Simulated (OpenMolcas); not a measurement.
Energy and gradient calculation of C₂F₄ (charge −1) (part 3 of 4)

C₂F₄, charge −1, multiplicity 2; BLYP/6-31G, UKS (OpenMolcas 26.06). The geometry is that of the parent species in another charge or spin state. The geometry comes from this level: PBE0-D4/def2-TZVP.

Geometry of the input (Å):
```
F  1.1692  -1.1345  -0.7080
C  0.2025  -0.6402  0.0257
F  -0.3375  -1.5206  0.8323
C  -0.1884  0.6188  -0.0411
F  0.3515  1.4993  -0.8476
F  -1.1552  1.1131  0.6926
```

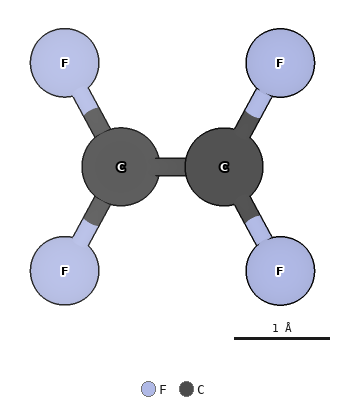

**Figure 1.** The structure as given in the input (ball-and-stick view, seen at a tilt).

### Output, continued
```
       54 F6     2pz        0.1390   -0.0924    0.0881   -0.0740    0.1207    0.0709    0.1980    0.2781   -0.1148   -0.0843

          Orbital           31        32        33        34        35        36        37        38        39        40
          Energy            0.6913    1.3442    1.3794    1.4412    0.9957    1.0206    1.5235    0.9576    1.1646    1.6366
          Occ. No.          0.0000    0.0000    0.0000    0.0000    0.0000    0.0000    0.0000    0.0000    0.0000    0.0000

        1 F1     1s         0.0445   -0.0000   -0.0000    0.0000   -0.0300   -0.0165    0.0503    0.0371    0.0420    0.0509
        2 F1     1s        -0.0425    0.0003    0.0003   -0.0006    0.3859    0.0166   -0.7186   -0.3343   -0.4489   -0.7234
        3 F1     1s        -0.6018   -0.0005   -0.0004    0.0008   -0.3906    0.2589    0.7951    0.1271    0.2461    0.8138
        4 F1     2px        0.1358    0.3139    0.3131   -0.3119   -0.0608   -0.0345   -0.0298   -0.1279   -0.1488   -0.1260
        5 F1     2px        0.2090   -0.3572   -0.3614    0.4132    0.1447   -0.1267   -0.1088    0.1152    0.1592    0.0235
        6 F1     2py       -0.0961    0.1153    0.1151   -0.1146    0.0946    0.0975    0.0604   -0.1958    0.0929    0.1011
        7 F1     2py       -0.2133   -0.1314   -0.1329    0.1521   -0.0163   -0.2409    0.0911    0.1135    0.1408   -0.0512
        8 F1     2pz       -0.0940    0.3360    0.3352   -0.3339    0.0242   -0.0016    0.0075    0.1868    0.1074    0.0832
        9 F1     2pz       -0.1221   -0.3824   -0.3870    0.4426   -0.1296    0.2015    0.0700   -0.1465   -0.1974   -0.0046
       10 C2     1s        -0.0000   -0.0000   -0.0000    0.0000    0.0029   -0.0523    0.0215    0.0000    0.0313    0.0000
       11 C2     1s         0.0001    0.0001    0.0001   -0.0004    1.0750    0.5462   -0.3408    0.0001    0.2225    0.0001
       12 C2     1s         0.0001    0.0008    0.0001   -0.0014   -0.5570    0.1251   -0.9266    0.0001    0.1663    0.0002
       13 C2     2px        0.5498   -0.0000    0.0000    0.0117   -0.0333   -0.2762   -0.0942   -0.2524   -0.1190   -0.1955
       14 C2     2px        0.6982    0.0002    0.0001   -0.2019    0.1390   -0.1727    0.1743    0.3359    0.2847   -0.0343
       15 C2     2py        0.1409    0.0002   -0.0000    0.0043    0.1071    0.8898    0.3034   -0.0646    0.3835   -0.0500
       16 C2     2py        0.1789    0.0004   -0.0000   -0.0750   -0.4472    0.5559   -0.5609    0.0859   -0.9166   -0.0090
       17 C2     2pz       -0.5623   -0.0001   -0.0001    0.0127   -0.0057   -0.0471   -0.0161    0.2583   -0.0205    0.1998
       18 C2     2pz       -0.7135   -0.0001   -0.0001   -0.2159    0.0240   -0.0296    0.0298   -0.3440    0.0489    0.0352
       19 F3     1s        -0.0445   -0.0000   -0.0000    0.0000   -0.0300   -0.0165    0.0502   -0.0371    0.0420   -0.0509
       20 F3     1s         0.0425    0.0000    0.0000   -0.0002    0.3859    0.0166   -0.7184    0.3341   -0.4491    0.7236
       21 F3     1s         0.6017    0.0001   -0.0000    0.0001   -0.3907    0.2589    0.7948   -0.1270    0.2461   -0.8142
       22 F3     2px        0.0606   -0.3135   -0.3134   -0.3123   -0.0026   -0.0268   -0.0090   -0.2217    0.0738   -0.0493
       23 F3     2px        0.0555    0.3568    0.3618    0.4138   -0.1141    0.2468    0.0400    0.1634   -0.2171   -0.0095
       24 F3     2py        0.1464   -0.1150   -0.1150   -0.1146    0.1095    0.0995    0.0656    0.1063    0.1498   -0.1460
       25 F3     2py        0.2810    0.1309    0.1327    0.1520   -0.0826   -0.1452    0.1293   -0.0420    0.0445    0.0548
       26 F3     2pz       -0.1068   -0.3356   -0.3353   -0.3341   -0.0351   -0.0090   -0.0138    0.1707   -0.1202    0.0962
       27 F3     2pz       -0.1483    0.3818    0.3871    0.4428    0.1348   -0.1808   -0.0820   -0.1381    0.1874   -0.0100
       28 C4     1s         0.0000    0.0000   -0.0000   -0.0000    0.0029    0.0523   -0.0215    0.0000    0.0313    0.0000
       29 C4     1s        -0.0001   -0.0001    0.0001   -0.0000    1.0747   -0.5468    0.3409    0.0002    0.2225   -0.0000
       30 C4     1s        -0.0001   -0.0008    0.0001    0.0015   -0.5573   -0.1248    0.9265   -0.0001    0.1661   -0.0001
       31 C4     2px       -0.5499   -0.0001    0.0000    0.0119    0.0332   -0.2762   -0.0942   -0.2527    0.1191    0.1955
       32 C4     2px       -0.6979   -0.0001   -0.0001   -0.2014   -0.1394   -0.1726    0.1742    0.3364   -0.2849    0.0343
       33 C4     2py       -0.1409    0.0002    0.0001    0.0044   -0.1066    0.8899    0.3034   -0.0648   -0.3835    0.0499
       34 C4     2py       -0.1789    0.0003    0.0000   -0.0751    0.4478    0.5554   -0.5609    0.0865    0.9169    0.0091
       35 C4     2pz        0.5618    0.0000   -0.0000    0.0126    0.0057   -0.0472   -0.0162    0.2580    0.0204   -0.1998
       36 C4     2pz        0.7137    0.0004   -0.0001   -0.2163   -0.0241   -0.0295    0.0300   -0.3432   -0.0487   -0.0351
       37 F5     1s        -0.0445    0.0000   -0.0000   -0.0000   -0.0299    0.0165   -0.0503    0.0371    0.0420   -0.0509
       38 F5     1s         0.0424   -0.0002    0.0002    0.0004    0.3859   -0.0169    0.7187   -0.3342   -0.4492    0.7231
       39 F5     1s         0.6017    0.0004   -0.0003   -0.0005   -0.3910   -0.2586   -0.7951    0.1270    0.2462   -0.8137
       40 F5     2px       -0.0605    0.3137   -0.3135   -0.3118    0.0026   -0.0270   -0.0090   -0.2218   -0.0737    0.0494
       41 F5     2px       -0.0555   -0.3570    0.3621    0.4132    0.1143    0.2469    0.0399    0.1634    0.2171    0.0093
       42 F5     2py       -0.1464    0.1153   -0.1152   -0.1146   -0.1095    0.0995    0.0657    0.1062   -0.1499    0.1459
       43 F5     2py       -0.2810   -0.1313    0.1331    0.1521    0.0825   -0.1451    0.1292   -0.0421   -0.0444   -0.0549
       44 F5     2pz        0.1067    0.3357   -0.3356   -0.3337    0.0351   -0.0092   -0.0138    0.1707    0.1201   -0.0961
       45 F5     2pz        0.1482   -0.3820    0.3874    0.4423   -0.1349   -0.1805   -0.0821   -0.1383   -0.1873    0.0099
       46 F6     1s         0.0445    0.0000   -0.0000   -0.0000   -0.0299    0.0165   -0.0502   -0.0371    0.0420    0.0509
       47 F6     1s        -0.0425   -0.0001    0.0001    0.0000    0.3858   -0.0168    0.7184    0.3342   -0.4487   -0.7237
       48 F6     1s        -0.6016   -0.0000   -0.0001    0.0001   -0.3908   -0.2586   -0.7948   -0.1271    0.2456    0.8141
       49 F6     2px       -0.1358   -0.3133    0.3135   -0.3123    0.0606   -0.0343   -0.0298   -0.1279    0.1489    0.1261
       50 F6     2px       -0.2089    0.3564   -0.3619    0.4139   -0.1446   -0.1268   -0.1088    0.1150   -0.1594   -0.0236
       51 F6     2py        0.0960   -0.1149    0.1150   -0.1146   -0.0946    0.0976    0.0603   -0.1958   -0.0927   -0.1010
       52 F6     2py        0.2132    0.1307   -0.1328    0.1520    0.0162   -0.2409    0.0912    0.1134   -0.1410    0.0511
       53 F6     2pz        0.0939   -0.3352    0.3355   -0.3344   -0.0245   -0.0013    0.0074    0.1867   -0.1074   -0.0831
       54 F6     2pz        0.1220    0.3815   -0.3873    0.4430    0.1300    0.2011    0.0700   -0.1465    0.1974    0.0044

          Orbital           41        42        43        44        45        46        47        48        49        50
          Energy            1.7490    1.6154    1.5391    1.4025    1.1397    1.4416    1.8794    1.8835    1.5601    1.2642
          Occ. No.          0.0000    0.0000    0.0000    0.0000    0.0000    0.0000    0.0000    0.0000    0.0000    0.0000

        1 F1     1s        -0.0116    0.0389    0.0026   -0.0118    0.0108   -0.0030    0.0113   -0.0067   -0.0006   -0.0003
        2 F1     1s         0.5531   -0.5958   -0.0769    0.0822   -0.2739    0.5611    0.7169    0.5572    0.3160   -0.0423
        3 F1     1s        -1.3108    0.7249    0.2105   -0.1947    0.5744   -1.3778   -2.4077   -1.2395   -0.6678   -0.0213
        4 F1     2px       -0.0680   -0.0326   -0.0862    0.1301   -0.1224   -0.0577   -0.1718   -0.1055   -0.2917   -0.0202
        5 F1     2px        0.2922   -0.0454    0.0899   -0.1798    0.0939    0.2902    0.5189    0.2999    0.5281   -0.0408
        6 F1     2py       -0.2794    0.3146   -0.4123    0.0691   -0.2764   -0.0285    0.0951    0.2875    0.2363   -0.4156
        7 F1     2py        0.5195   -0.2949    0.5506   -0.3821    0.1926    0.4148   -0.4973   -0.6871   -0.4498    0.4244
        8 F1     2pz        0.1597   -0.0775    0.2221   -0.1453    0.2089    0.0637    0.1278    0.0001    0.1904    0.1483
        9 F1     2pz       -0.4518    0.1436   -0.2730    0.2991   -0.1532   -0.4135   -0.3142   -0.0446   -0.3373   -0.0823
       10 C2     1s         0.0087    0.0000    0.0000   -0.0712    0.0061    0.0302   -0.0001    0.0000    0.0079   -0.0246
       11 C2     1s        -0.0934   -0.0001    0.0001   -1.5866    0.4855    0.1974   -0.0009    0.0001   -0.1524   -0.2300
       12 C2     1s         1.5205    0.0011   -0.0001    7.2914   -0.8595   -3.8772    0.0181   -0.0001    0.9721    0.9229
       13 C2     2px       -0.0561   -0.0195   -0.0319   -0.0351    0.0701   -0.0742   -0.0428   -0.0555    0.1043   -0.1145
       14 C2     2px        0.4742   -0.1279   -0.2470   -1.0703   -0.1624    1.2822    2.8727    0.8320   -0.0489   -0.0477
       15 C2     2py        0.1803   -0.0049   -0.0081    0.1131   -0.2253    0.2381   -0.0122   -0.0142   -0.3346    0.1637
       16 C2     2py       -1.5251   -0.0342   -0.0634    3.4471    0.5209   -4.0840    0.7566    0.2125    0.1515    0.1942
       17 C2     2pz       -0.0097    0.0199    0.0326   -0.0061    0.0121   -0.0125    0.0442    0.0566    0.0181    0.0624
       18 C2     2pz        0.0813    0.1311    0.2526   -0.1828   -0.0282    0.2034   -2.9438   -0.8502   -0.0097   -0.0708
       19 F3     1s        -0.0115   -0.0390   -0.0026   -0.0118    0.0108   -0.0031   -0.0112    0.0067   -0.0006   -0.0003
       20 F3     1s         0.5519    0.5970    0.0769    0.0823   -0.2738    0.5546   -0.7220   -0.5569    0.3161    0.0127
       21 F3     1s        -1.3093   -0.7275   -0.2104   -0.1948    0.5743   -1.3558    2.4202    1.2387   -0.6680   -0.0866
       22 F3     2px        0.2187    0.1534   -0.3105   -0.1508    0.2630    0.0647   -0.0923    0.0754    0.1118    0.3340
       23 F3     2px       -0.5481   -0.2091    0.3932    0.3731   -0.1902   -0.4845    0.1609   -0.1397   -0.1898   -0.3454
       24 F3     2py       -0.2054   -0.2841    0.3107   -0.0028   -0.1777    0.0018   -0.1626   -0.2951    0.3398   -0.2691
       25 F3     2py        0.3036    0.2304   -0.4267   -0.2406    0.1198    0.2217    0.6683    0.7280   -0.6339    0.2715
       26 F3     2pz       -0.1336   -0.0460    0.1837    0.1419   -0.1852   -0.0610    0.1420    0.0309   -0.2219   -0.2330
       27 F3     2pz        0.4074    0.1165   -0.2211   -0.2661    0.1374    0.3765   -0.3796   -0.1194    0.3965    0.2549
       28 C4     1s         0.0087   -0.0000    0.0000    0.0712    0.0061   -0.0302    0.0001    0.0000    0.0079    0.0246
       29 C4     1s        -0.0933   -0.0002   -0.0001    1.5867    0.4854   -0.1974    0.0009    0.0001   -0.1524    0.2300
       30 C4     1s         1.5192    0.0017    0.0005   -7.2916   -0.8582    3.8773   -0.0182    0.0005    0.9717   -0.9227
       31 C4     2px        0.0561   -0.0195    0.0319   -0.0351   -0.0701   -0.0738    0.0432   -0.0558   -0.1042   -0.1254
       32 C4     2px       -0.4743   -0.1285    0.2470   -1.0702    0.1627    1.2557   -2.8788    0.8509    0.0484   -0.0017
       33 C4     2py       -0.1803   -0.0051    0.0082    0.1131    0.2253    0.2382    0.0098   -0.0142    0.3346    0.1597
       34 C4     2py        1.5259   -0.0317    0.0636    3.4469   -0.5220   -4.0907   -0.7174    0.2177   -0.1511    0.2113
       35 C4     2pz        0.0097    0.0199   -0.0326   -0.0060   -0.0121   -0.0129   -0.0437    0.0570   -0.0182    0.0509
       36 C4     2pz       -0.0815    0.1311   -0.2525   -0.1829    0.0283    0.2306    2.9358   -0.8698    0.0099   -0.0224
       37 F5     1s        -0.0116    0.0389   -0.0026    0.0118    0.0107    0.0030   -0.0113   -0.0066   -0.0006    0.0004
       38 F5     1s         0.5530   -0.5959    0.0769   -0.0823   -0.2740   -0.5612   -0.7132    0.5618    0.3160   -0.0126
       39 F5     1s        -1.3108    0.7250   -0.2106    0.1948    0.5746    1.3781    2.3993   -1.2550   -0.6678    0.0862
       40 F5     2px       -0.2191    0.1531    0.3108   -0.1508   -0.2630    0.0656    0.0922    0.0747   -0.1118    0.3463
       41 F5     2px        0.5486   -0.2083   -0.3935    0.3731    0.1901   -0.4860   -0.1572   -0.1385    0.1898   -0.3690
       42 F5     2py        0.2059   -0.2836   -0.3107   -0.0029    0.1775    0.0031    0.1607   -0.2963   -0.3397   -0.2644
       43 F5     2py       -0.3041    0.2298    0.4267   -0.2404   -0.1196    0.2157   -0.6657    0.7326    0.6338    0.2626
       44 F5     2pz        0.1337   -0.0457   -0.1837    0.1418    0.1851   -0.0624   -0.1413    0.0318    0.2220   -0.2198
       45 F5     2pz       -0.4077    0.1158    0.2211   -0.2660   -0.1371    0.3800    0.3753   -0.1219   -0.3966    0.2296
       46 F6     1s        -0.0115   -0.0390    0.0026    0.0118    0.0107    0.0031    0.0113    0.0066   -0.0006    0.0003
       47 F6     1s         0.5520    0.5972   -0.0767   -0.0823   -0.2739   -0.5543    0.7182   -0.5618    0.3162    0.0423
       48 F6     1s        -1.3096   -0.7277    0.2100    0.1949    0.5746    1.3553   -2.4116    1.2551   -0.6682    0.0214
       49 F6     2px        0.0681   -0.0325    0.0862    0.1302    0.1224   -0.0561    0.1715   -0.1067    0.2916   -0.0078
       50 F6     2px       -0.2922   -0.0459   -0.0901   -0.1798   -0.0939    0.2853   -0.5195    0.3033   -0.5281   -0.0644
       51 F6     2py        0.2789    0.3150    0.4124    0.0692    0.2764   -0.0293   -0.0929    0.2880   -0.2364   -0.4111
       52 F6     2py       -0.5190   -0.2957   -0.5507   -0.3822   -0.1925    0.4193    0.4888   -0.6902    0.4500    0.4157
       53 F6     2pz       -0.1596   -0.0776   -0.2220   -0.1454   -0.2088    0.0625   -0.1284    0.0008   -0.1905    0.1614
       54 F6     2pz        0.4516    0.1442    0.2729    0.2991    0.1531   -0.4105    0.3177   -0.0464    0.3374   -0.1075

          Orbital           51        52        53        54
          Energy            1.5189    1.5108    1.5180    1.4945
          Occ. No.          0.0000    0.0000    0.0000    0.0000

        1 F1     1s         0.0061    0.0059   -0.0072    0.0005
        2 F1     1s        -0.1591    0.1271   -0.1079   -0.0055
        3 F1     1s        -0.0941   -0.4590    0.4681   -0.0152
        4 F1     2px        0.4381   -0.2114    0.1922    0.2716
        5 F1     2px       -0.6956    0.3558   -0.3568   -0.5146
        6 F1     2py       -0.1811   -0.0179   -0.1933    0.1011
        7 F1     2py        0.2457   -0.0781    0.4738   -0.2080
        8 F1     2pz       -0.3656    0.2465   -0.0573    0.2570
        9 F1     2pz        0.6009   -0.3878    0.0637   -0.4922
       10 C2     1s         0.0057   -0.0087    0.0126   -0.0010
       11 C2     1s         0.0944   -0.1329    0.2839   -0.0211
       12 C2     1s        -1.1284    1.4748   -4.1445    0.2922
       13 C2     2px       -0.4694    0.0770    0.0606   -0.2599
       14 C2     2px        1.0711    0.2374    0.4745    0.9334
       15 C2     2py       -0.0890   -0.0085    0.2140   -0.1054
       16 C2     2py       -0.1951    0.6675   -1.6499    0.4708
       17 C2     2pz        0.4854   -0.1068   -0.1791   -0.2006
       18 C2     2pz       -1.0024   -0.2917    0.3299    0.9873
       19 F3     1s        -0.0093   -0.0019   -0.0059    0.0004
       20 F3     1s         0.0815   -0.0315   -0.2153    0.0278
       21 F3     1s         0.3557    0.1238    0.5360   -0.0548
       22 F3     2px        0.1518   -0.0067   -0.1791    0.2930
       23 F3     2px       -0.3260    0.0672    0.2509   -0.5496
       24 F3     2py        0.2538    0.0150   -0.4191    0.1402
       25 F3     2py       -0.2583   -0.0809    0.7981   -0.2621
       26 F3     2pz       -0.2474    0.0440    0.3670    0.2236
       27 F3     2pz        0.4287   -0.1173   -0.6152   -0.4409
       28 C4     1s        -0.0057    0.0087   -0.0126    0.0010
       29 C4     1s        -0.0944    0.1330   -0.2839    0.0207
       30 C4     1s         1.1284   -1.4748    4.1445   -0.2916
       31 C4     2px        0.1839    0.4716    0.0524    0.1897
       32 C4     2px       -0.6560   -0.8741    0.4254   -0.9625
       33 C4     2py        0.0767    0.0967    0.2172    0.0617
       34 C4     2py       -0.6304    0.3659   -1.6844   -0.2293
       35 C4     2pz       -0.2144   -0.4360   -0.0743    0.2812
       36 C4     2pz        0.8980    0.5320   -0.0264   -1.0429
       37 F5     1s        -0.0059   -0.0062    0.0071   -0.0004
       38 F5     1s         0.0452    0.0996    0.2050   -0.0277
       39 F5     1s         0.2291    0.1902   -0.5831    0.0548
       40 F5     2px       -0.0820   -0.1819   -0.2110   -0.2195
       41 F5     2px        0.1197    0.4018    0.3122    0.4309
       42 F5     2py       -0.1967   -0.2453   -0.4013   -0.0489
       43 F5     2py        0.2955    0.2516    0.7892    0.1001
       44 F5     2pz        0.1627    0.2112    0.2792   -0.3236
       45 F5     2pz       -0.2488   -0.3795   -0.4557    0.6075
       46 F6     1s         0.0091    0.0022    0.0060   -0.0005
       47 F6     1s         0.0324   -0.1952    0.1182    0.0056
       48 F6     1s        -0.4907    0.1450   -0.4208    0.0153
       49 F6     2px       -0.0216   -0.5078    0.1786   -0.2395
       50 F6     2px        0.0053    0.8272   -0.3161    0.4644
       51 F6     2py        0.0955    0.1125   -0.2345   -0.0876
       52 F6     2py       -0.0217   -0.1868    0.5316    0.1539
       53 F6     2pz        0.0060    0.3929   -0.1422   -0.2916
       54 F6     2pz       -0.0330   -0.6266    0.2199    0.5577
--

++    Molecular properties:
      ---------------------

      Charge (e):
                      =   -1.0000
      Dipole Moment (debye):
      Origin of the operator (angstrom)=    0.0070   -0.0107   -0.0077
                   X=  2.8106E-04               Y= -1.7683E-04               Z= -3.2569E-04           Total=  4.6512E-04
      Center of Charge (angstrom)
                     X=    0.00695348               Y=   -0.01064419               Z=   -0.00761320
      Quadrupole Moment (debye*angstrom):
      Origin of the operator (angstrom)=    0.0070   -0.0107   -0.0077
                  XX= -3.5075E+01              XY=  1.7832E+00              XZ=  2.3359E+00              YY= -3.9810E+01
                  YZ=  1.0416E+00              ZZ= -3.4460E+01
      In traceless form (debye*angstrom)
                  XX=  2.0597E+00              XY=  2.6748E+00              XZ=  3.5039E+00              YY= -5.0423E+00
                  YZ=  1.5623E+00              ZZ=  2.9825E+00
--

--- Stop Module: scf /rc=_RC_ALL_IS_WELL_ ---
--- Module scf spent 2 seconds ---

--- Start Module: alaska ---

                                              &ALASKA

                       available to each process: 1.9 GB of memory, 1 thread

                     Threshold for contributions to the gradient: 1.000E-07

                    ********************************************
                    * Symmetry Adapted Cartesian Displacements *
                    ********************************************

           Irreducible representation : a
           Basis function(s) of irrep: x, y, xy, Rz, z, xz, Ry, yz, Rx, I

 Basis Label        Type   Center Phase
   1   F1           x         1     1
   2   F1           y         1     1
   3   F1           z         1     1
   4   C2           x         2     1
   5   C2           y         2     1
   6   C2           z         2     1
   7   F3           x         3     1
   8   F3           y         3     1
   9   F3           z         3     1
  10   C4           x         4     1
  11   C4           y         4     1
  12   C4           z         4     1
  13   F5           x         5     1
  14   F5           y         5     1
  15   F5           z         5     1
  16   F6           x         6     1
  17   F6           y         6     1
  18   F6           z         6     1

                     No automatic utilization of translational and rotational invariance of the energy is employed.

 DFT contribution computed for a moving grid.

 Conventional ERI gradients!
```
